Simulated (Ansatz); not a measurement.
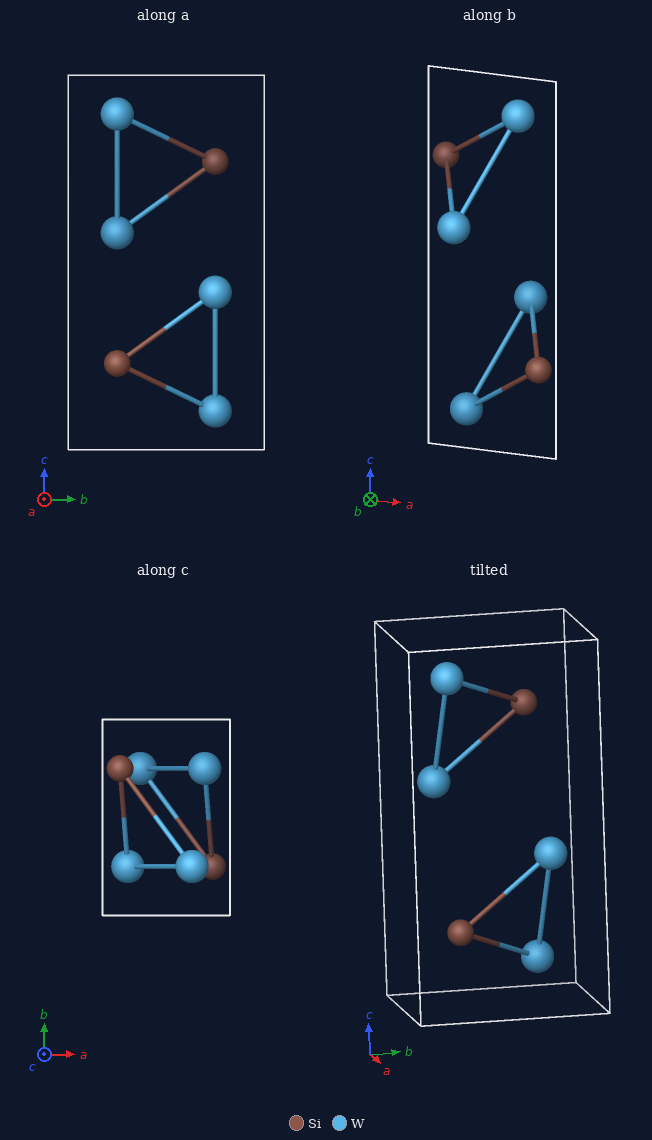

The figure gives a ball-and-stick picture of the atoms, viewed along the a axis, along the b axis, along the c axis and slightly off an axis. The conventional unit cell is outlined; an atom on or near a face, edge or corner is repeated at each equivalent position.

Lattice parameters: a = 2.7488 Å, b = 4.1905 Å, c = 8.0647 Å, α = 90.000°, β = 97.176°, γ = 90.000°.

Set out the cell and atoms as a CIF with its space group and independent sites, with free fractional coordinates to two decimals.

```cif
data_structure
_symmetry_space_group_name_H-M 'P 21/m'
_symmetry_Int_Tables_number 11
_cell_length_a 2.7488
_cell_length_b 4.1905
_cell_length_c 8.0647
_cell_angle_alpha 90.000
_cell_angle_beta 97.176
_cell_angle_gamma 90.000
_cell_volume 92.17
loop_
_atom_site_label
_atom_site_type_symbol
_atom_site_symmetry_multiplicity
_atom_site_Wyckoff_symbol
_atom_site_fract_x
_atom_site_fract_y
_atom_site_fract_z
_atom_site_occupancy
Si1 Si 2 e 0.14 0.75 0.77 1
W1 W 2 e 0.20 0.25 0.58 1
W2 W 2 e 0.30 0.75 0.10 1
```

The cell started as a structure type filled with these elements by a generator (whether the compound takes this form wasn't checked). Earlier steps of the study may have refined or changed the cell and positions. A calculation with Ansatz used it as input.
